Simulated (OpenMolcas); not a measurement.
**doublet [CH4BFO2]+ at 6 levels**

We compute a comparison of 6 runs (UHF/3-21G, UB3LYP/6-31G*, U-revPBE/def2-SVP, UB3LYP/def2-SVP, UBLYP/def2-SVP) of doublet [CH4BFO2]+. 

Program for the calculation: OpenMolcas 26.06.

## 1. The molecule

[CH4BFO2]+: 9 atoms, total charge +1, spin state doublet. SMILES of the parent species: `COB(O)F`. The coordinates come from a PBE0-D4/def2-TZVP relaxation. This is one conformer, not always the lowest. That shape belongs to the parent species and isn't relaxed for this state.

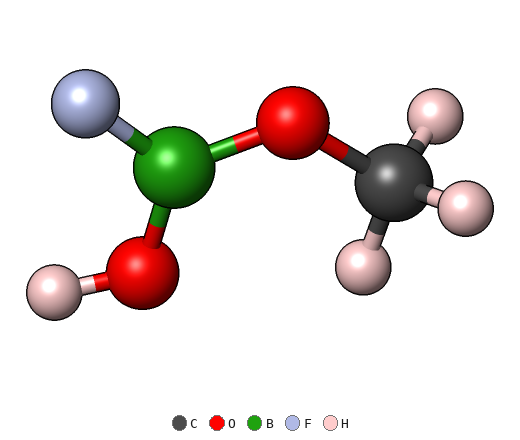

Viewed from a chosen angle; carbon dark grey, oxygen red, boron green, fluorine light blue, hydrogen pink.

## 2. The energy at UHF/3-21G (run 1)

Input file geom.xyz:

```xyz
9

C     -0.649300     0.491300    -1.085900
O     -0.487000     0.689600     0.304600
B      0.320400    -0.085100     1.049500
O      1.040400    -1.114300     0.524700
F      0.401500     0.187700     2.355300
H     -1.701500     0.285200    -1.291400
H     -0.040700    -0.337700    -1.451200
H     -0.363100     1.407000    -1.606600
H      1.567700    -1.570100     1.184000
```

Input file run.inp:

```
* CH4BFO2 Hartree-Fock

&GATEWAY
 BasLib = $CurrDir
 Coord = geom.xyz
 Basis = 3-21G
 Group = NoSym

&SEWARD

&SCF
 UHF
 Charge = 1
 Spin = 2
 Thresholds = 1e-10 1e-07 1e-07 1e-05
 PrOrbitals = 1 1
```

The basis set 3-21G is read from a file made from the Basis Set Exchange's data (not shown).

Command:

```sh
$ export MOLCAS_MEM=1860
$ pymolcas run.inp > run.log
```

Standard output:

```text
--- Start Module: gateway ---
[...]
--- Stop Module: gateway /rc=_RC_ALL_IS_WELL_ ---
--- Start Module: seward ---
[...]
      Basis functions           53
--- Stop Module: seward /rc=_RC_ALL_IS_WELL_ ---
--- Start Module: scf ---
[...]
       Convergence after  30 Iterations
[...]
::    Total SCF energy                               -312.1213391555
[...]
      Total spin, S                                     0.5054895583
[...]
      Total electronic charge=   39.000000
      Total            charge=    1.000000
[...]
      Dipole Moment (debye):
      Origin of the operator (angstrom)=    0.1496    0.0194    0.6837
                   X= -1.1614E+00               Y=  1.2249E-01               Z= -4.5274E+00           Total=  4.6755E+00
      Center of Charge (angstrom)
[...]
--- Stop Module: scf /rc=_RC_ALL_IS_WELL_ ---
[...]
```

It took 2.5 s on 1 thread of Intel Xeon 6975P-C (Granite Rapids), shared host; peak memory 0.38 GiB.

## 3. The energy at UB3LYP/6-31G(d) (spherical functions) (run 2)

Input file mol.xyz:

```xyz
9

C     -0.649300     0.491300    -1.085900
O     -0.487000     0.689600     0.304600
B      0.320400    -0.085100     1.049500
O      1.040400    -1.114300     0.524700
F      0.401500     0.187700     2.355300
H     -1.701500     0.285200    -1.291400
H     -0.040700    -0.337700    -1.451200
H     -0.363100     1.407000    -1.606600
H      1.567700    -1.570100     1.184000
```

Input file run.inp:

```
&GATEWAY
  BasLib
  $CurrDir
  Coord
  mol.xyz
  Basis
  6-31Gs
  Group
  NoSym

&SEWARD
  GridInput
  Grid=UltraFine
  End of Grid

&SCF
  UHF
  Charge
  1
  Spin
  2
  KSDFT
  B3LYP
  Thresholds
  1e-10 1e-07 1e-07 1e-05
  PrOrbitals
  1 2
```

The basis set 6-31G* is read from a file made from the Basis Set Exchange's data (not shown).

Command:

```sh
$ export MOLCAS_MEM=1860
$ pymolcas run.inp > run.log
```

Standard output:

```text
--- Start Module: gateway ---
[...]
--- Stop Module: gateway /rc=_RC_ALL_IS_WELL_ ---
--- Start Module: seward ---
[...]
      Basis functions           78
--- Stop Module: seward /rc=_RC_ALL_IS_WELL_ ---
[...]
--- Start Module: scf ---
[...]
       Convergence after  27 Iterations
[...]
::    Total KS-DFT energy                            -315.3996543513
[...]
      Total spin, S                                     0.5040694886
[...]
      Total electronic charge=   39.000000
      Total            charge=    1.000000
[...]
      Dipole Moment (debye):
      Origin of the operator (angstrom)=    0.1496    0.0194    0.6837
                   X= -5.6856E-01               Y= -5.3802E-01               Z= -4.2902E+00           Total=  4.3610E+00
      Center of Charge (angstrom)
[...]
--- Stop Module: scf /rc=_RC_ALL_IS_WELL_ ---
[...]
```

Wall time 46 s (1 thread of Intel Xeon 6975P-C (Granite Rapids), shared host); peak memory 0.44 GiB.

Runs 3 to 5 aren't shown in full; the table further down has their settings and results.

## 4. A single-point energy at UBLYP/def2-SVP (run 6)

Input file calc.input:

```
&GATEWAY
  BasLib=$CurrDir
  Coord
  9
  angstrom
  C       -0.649300       0.491300      -1.085900
  O       -0.487000       0.689600       0.304600
  B        0.320400      -0.085100       1.049500
  O        1.040400      -1.114300       0.524700
  F        0.401500       0.187700       2.355300
  H       -1.701500       0.285200      -1.291400
  H       -0.040700      -0.337700      -1.451200
  H       -0.363100       1.407000      -1.606600
  H        1.567700      -1.570100       1.184000
  Basis=def2-SVP
  Group=NoSym

&SEWARD
  GridInput
  Grid=UltraFine
  End of Grid

&SCF
  UHF
  Charge=1
  Spin=2
  KSDFT=BLYP
  Thresholds=1e-10 1e-07 1e-07 1e-05
  PrOrbitals=1 2
```

The basis set def2-SVP is read from a file made from the Basis Set Exchange's data (not shown).

Command:

```sh
$ export MOLCAS_MEM=1860
$ pymolcas calc.input > calc.log
```

Standard output:

```text
--- Start Module: gateway ---
[...]
--- Stop Module: gateway /rc=_RC_ALL_IS_WELL_ ---
--- Start Module: seward ---
[...]
      Basis functions           90
--- Stop Module: seward /rc=_RC_ALL_IS_WELL_ ---
[...]
--- Start Module: scf ---
[...]
       Convergence after  41 Iterations
[...]
::    Total KS-DFT energy                            -315.1141375944
[...]
      Total spin, S                                     0.5018148985
[...]
      Total electronic charge=   39.000000
      Total            charge=    1.000000
[...]
      Dipole Moment (debye):
      Origin of the operator (angstrom)=    0.1496    0.0194    0.6837
                   X= -4.1695E-01               Y= -7.3825E-01               Z= -4.3396E+00           Total=  4.4217E+00
      Center of Charge (angstrom)
[...]
--- Stop Module: scf /rc=_RC_ALL_IS_WELL_ ---
[...]
```

Run time: 75 s. Hardware: 1 thread of Intel Xeon 6975P-C (Granite Rapids), shared host; peak memory 0.49 GiB.

## 5. The series

| run | level | integration grid | Cartesian functions | energy (Eh) | HOMO energy (eV) | LUMO energy (eV) | ⟨S²⟩ | wall time |
| --- | --- | --- | --- | --- | --- | --- | --- | --- |
| 1 | UHF/3-21G | – | no | -312.121339 | -20.24 | -8.39 | 0.761 | 2.5 s |
| 2 | UB3LYP/6-31G* (spherical functions) | UltraFine | no | -315.399654 | -15.89 | -13.73 | 0.758 | 46 s |
| 3 | UB3LYP/6-31G* (Cartesian functions) | UltraFine | yes | -315.404012 | -15.89 | -13.74 | 0.758 | 50 s |
| 4 | U-revPBE/def2-SVP | UltraFine | no | -315.073877 | -14.79 | -14.33 | 0.754 | 54 s |
| 5 | UB3LYP/def2-SVP | UltraFine | no | -315.172716 | -16.05 | -13.86 | 0.758 | 54 s |
| 6 | UBLYP/def2-SVP | UltraFine | no | -315.114138 | -14.73 | -14.24 | 0.754 | 75 s |

## 6. What came out

```
                                 quantity          value
                      run 6: total energy  -315.11414 Eh
run 6: HOMO energy (highest over α and β)      -14.73 eV
 run 6: LUMO energy (lowest over α and β)      -14.24 eV
                              run 6: ⟨S²⟩          0.754
```

**Reading.** Totals of different functionals can't be ranked against each other. All runs together took 4.7 min, the longest 75 s.
